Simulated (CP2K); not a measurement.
**CH6AlAsO (SMILES C[O][AlH][AsH2]): a first try and a second**

Aim: energy and gradient of CH6AlAsO at GFN2-xTB.

The calculation is run with CP2K 2026.2.

2 further runs of the same task are left out: 1 that didn't finish, 1 set aside as unsound or not needed.

**1. The molecule**

CH6AlAsO: 10 atoms, total charge 0, spin state singlet. As SMILES, `C[O][AlH][AsH2]`. Geometry: a GFN2-xTB relaxation, a rough one for these elements and not checked as a minimum. This is one conformer, not always the lowest.

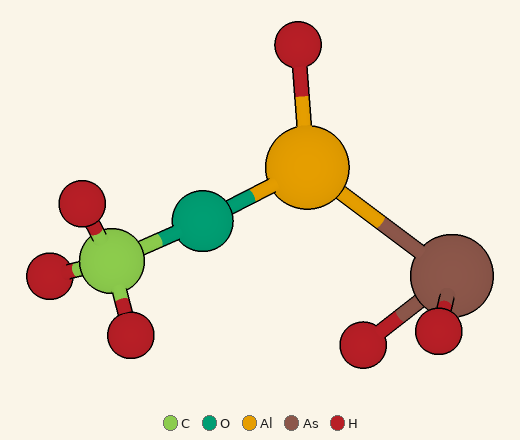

The structure, seen from a chosen angle (carbon green, oxygen teal, aluminium amber, arsenic brown, hydrogen red).

**2. First attempt**

Contents of job.inp:

```
&GLOBAL
    PROJECT_NAME job
    RUN_TYPE ENERGY_FORCE
    PRINT_LEVEL MEDIUM
&END

&FORCE_EVAL
    METHOD QS
    &DFT
        CHARGE 1
        &QS
            METHOD XTB
            EPS_DEFAULT 1.0E-10
            &XTB
                GFN_TYPE TBLITE
                &TBLITE
                    METHOD GFN2
                &END
                CHECK_ATOMIC_CHARGES F
            &END
        &END
        &POISSON
            PERIODIC NONE
            POISSON_SOLVER ANALYTIC
        &END
        # self-consistent field
        &SCF
            SCF_GUESS ATOMIC
            EPS_SCF 1.0E-06
            MAX_SCF 150
            ADDED_MOS 4
            &DIAGONALIZATION
                ALGORITHM STANDARD
            &END
            &MIXING
                METHOD DIRECT_P_MIXING
                ALPHA 0.4
            &END
            &SMEAR ON
                METHOD FERMI_DIRAC
                ELECTRONIC_TEMPERATURE [K] 300
            &END
        &END
        # extra output
        &PRINT
            &MOMENTS
                PERIODIC F
                REFERENCE COM
                MAX_MOMENT 1
            &END
            &MO ON
                ENERGIES T
                OCCUPATION_NUMBERS T
                NDIGITS 6
                &EACH
                    QS_SCF 0
                &END
                ADD_LAST NUMERIC
            &END
            &HIRSHFELD OFF
            &END
        &END
    &END
    &SUBSYS
        &CELL
            ABC 14.5 17.5 15.8
            PERIODIC NONE
        &END
        &COORD
            C     -0.095920     1.869220     0.175870
            O     -0.084780     0.559920    -0.316660
            Al    -0.085600    -0.956040    -0.979110
            As     0.254310    -2.911690     0.385070
            H      0.526100     1.936190     1.072650
            H     -1.117400     2.162980     0.429750
            H      0.292740     2.556990    -0.578520
            H     -0.322310    -0.917340    -2.510650
            H     -0.728350    -2.222640     1.315140
            H      1.361220    -2.077580     1.006440
        &END
        &TOPOLOGY
            &CENTER_COORDINATES
            &END
        &END
    &END
    &PRINT
        &FORCES ON
        &END
    &END
&END
```

Started as:

```sh
$ OMP_NUM_THREADS=1 cp2k.psmp -i job.inp > job.out 2>&1
```

Standard output:

```text
CP2K| version string:                                       CP2K version 2026.2
[...]
 GLOBAL| Method name                                                        CP2K
[...]
 GLOBAL| Run type                                                   ENERGY_FORCE
[...]
                             - Atoms:                                         10
[...]
                             - Spherical basis functions:                     32
[...]
 Number of electrons:                                                         23
[...]
  *** SCF run converged in    26 steps ***
[...]
  Fermi energy:                                                -0.57462511870629
[...]
 TB_DIPOLE| Moment [Debye]         -0.08043772       1.32992536      -0.29647351
 TB_DIPOLE| Derivative [a.u.]       0.00000000       0.00000000       0.00000000
[...]
 ENERGY| Total FORCE_EVAL ( QS ) energy [hartree]            -12.294605627666348
 FORCES| Atomic forces [hartree/bohr]
 FORCES|   Atom     x               y               z               |f|
 FORCES|      1 -3.05955188E-03  5.44352228E-03  4.28886381E-03   7.57543037E-03
 FORCES|      2  1.86238304E-04 -1.86661492E-02 -1.05574418E-02   2.14457312E-02
 FORCES|      3 -1.17461912E-03  2.10147225E-02  1.58719141E-04   2.10481230E-02
 FORCES|      4  6.04073613E-04 -2.16617796E-03  2.96027422E-03   3.71758731E-03
 FORCES|      5  6.03956962E-04  4.47014020E-04 -1.16578855E-03   1.38695655E-03
 FORCES|      6  6.49628567E-04 -8.50129443E-04 -2.51695217E-04   1.09913049E-03
 FORCES|      7  1.39095272E-03 -1.25771957E-03 -8.13067154E-05   1.87702391E-03
 FORCES|      8  5.66571761E-04 -9.01135755E-04  3.80003438E-03   3.94630339E-03
 FORCES|      9 -2.35235416E-04 -1.56209357E-03  5.50306419E-04   1.67281475E-03
 FORCES|     10  4.67984496E-04 -1.50185331E-03  2.98034316E-04   1.60106131E-03
 FORCES| Sum     9.51387406E-17  3.64291930E-17 -1.59919820E-17
 FORCES| Total atomic force                                       1.03122304E-16
[...]
```

Wall time 0.48 s (1 thread of Arm Neoverse N1, shared host); peak memory 0.14 GiB.

**3. What went wrong**

The program ended normally, but the settings are unsound, so its numbers aren't properties of the molecule.

The fault: the electron count doesn't fit the spin or reference typed: an even count needs an odd multiplicity, an odd count an even one. To mend it: charge 0 in place of 1. That is the species meant; for the charge typed, the multiplicity would have to change.

**4. The mended input**

Contents of mol.inp:

```
&GLOBAL
  PROJECT_NAME mol
  RUN_TYPE ENERGY_FORCE
  PRINT_LEVEL MEDIUM
&END GLOBAL

&FORCE_EVAL
  METHOD QUICKSTEP
  &DFT
    &QS
      METHOD XTB
      EPS_DEFAULT 1.0E-10
      &XTB
        GFN_TYPE TBLITE
        &TBLITE
          METHOD GFN2
        &END TBLITE
        CHECK_ATOMIC_CHARGES F
      &END XTB
    &END QS
    &POISSON
      PERIODIC NONE
      POISSON_SOLVER ANALYTIC
    &END POISSON
    &SCF
      SCF_GUESS ATOMIC
      EPS_SCF 1.0E-06
      MAX_SCF 150
      ADDED_MOS 4
      &DIAGONALIZATION
        ALGORITHM STANDARD
      &END DIAGONALIZATION
      &MIXING
        METHOD DIRECT_P_MIXING
        ALPHA 0.4
      &END MIXING
      &SMEAR ON
        METHOD FERMI_DIRAC
        ELECTRONIC_TEMPERATURE [K] 300
      &END SMEAR
    &END SCF
    &PRINT
      &MOMENTS
        PERIODIC F
        REFERENCE COM
        MAX_MOMENT 1
      &END MOMENTS
      &MO ON
        ENERGIES T
        OCCUPATION_NUMBERS T
        NDIGITS 6
        &EACH
          QS_SCF 0
        &END EACH
        ADD_LAST NUMERIC
      &END MO
      &HIRSHFELD OFF
      &END HIRSHFELD
    &END PRINT
  &END DFT
  &SUBSYS
    &CELL
      ABC 14.5 17.5 15.8
      PERIODIC NONE
    &END CELL
    &COORD
      C     -0.095920     1.869220     0.175870
      O     -0.084780     0.559920    -0.316660
      Al    -0.085600    -0.956040    -0.979110
      As     0.254310    -2.911690     0.385070
      H      0.526100     1.936190     1.072650
      H     -1.117400     2.162980     0.429750
      H      0.292740     2.556990    -0.578520
      H     -0.322310    -0.917340    -2.510650
      H     -0.728350    -2.222640     1.315140
      H      1.361220    -2.077580     1.006440
    &END COORD
    &TOPOLOGY
      &CENTER_COORDINATES
      &END CENTER_COORDINATES
    &END TOPOLOGY
  &END SUBSYS
  &PRINT
    &FORCES ON
    &END FORCES
  &END PRINT
&END FORCE_EVAL
```

Started as:

```sh
$ OMP_NUM_THREADS=1 cp2k.psmp -i mol.inp -o mol.out
```

Standard output:

```text
CP2K| version string:                                       CP2K version 2026.2
[...]
 GLOBAL| Method name                                                        CP2K
[...]
 GLOBAL| Run type                                                   ENERGY_FORCE
[...]
                             - Atoms:                                         10
[...]
                             - Spherical basis functions:                     32
[...]
 Number of electrons:                                                         24
[...]
  *** SCF run converged in    17 steps ***
[...]
  Fermi energy:                                                -0.24512236999435
[...]
 TB_DIPOLE| Moment [Debye]          0.22164031      -0.36152686       1.24826214
 TB_DIPOLE| Derivative [a.u.]       0.00000000       0.00000000       0.00000000
[...]
 ENERGY| Total FORCE_EVAL ( QS ) energy [hartree]            -12.759215699819725
 FORCES| Atomic forces [hartree/bohr]
 FORCES|   Atom     x               y               z               |f|
 FORCES|      1  5.43842345E-05  2.26274630E-04  7.30968641E-05   2.43928278E-04
 FORCES|      2  1.71580922E-06 -8.18693166E-05  1.22405391E-04   1.47270529E-04
 FORCES|      3  5.81041922E-05  1.22532908E-04 -7.98678801E-05   1.57382620E-04
 FORCES|      4  5.35116342E-05  2.08315276E-04  1.96314600E-04   2.91201256E-04
 FORCES|      5 -1.62744572E-04  4.00359235E-06 -3.04595573E-04   3.45369784E-04
 FORCES|      6  1.61285308E-04 -2.57129755E-05 -4.32424861E-06   1.63379334E-04
 FORCES|      7 -8.45972939E-05 -1.85607795E-04  1.33186188E-04   2.43609352E-04
 FORCES|      8  1.93176690E-05  1.53371044E-05  1.89496244E-05   3.11044590E-05
 FORCES|      9  1.67015656E-04 -1.25791024E-04 -5.37090980E-05   2.15875608E-04
 FORCES|     10 -2.67992638E-04 -1.57482400E-04 -1.01455868E-04   3.26977145E-04
 FORCES| Sum    -8.30498864E-17  1.31540829E-16 -1.90548532E-17
 FORCES| Total atomic force                                       1.56727026E-16
[...]
```

Run time: 0.45 s. Hardware: 1 thread of Arm Neoverse N1, shared host; peak memory 0.14 GiB.

**5. Summary of results**

At GFN2-xTB:

| quantity | value |
| --- | --- |
| total energy | -12.75922 Eh |
| dipole moment (from atomic charges alone) | 1.32 D |
| HOMO energy | -9.61 eV |
| LUMO energy | -5.77 eV |
| HOMO–LUMO gap | 3.84 eV |
| largest force on an atom | 0.018 eV/Å |

The dipole comes from point charges on the atoms alone, without atomic dipoles, so it is partial.
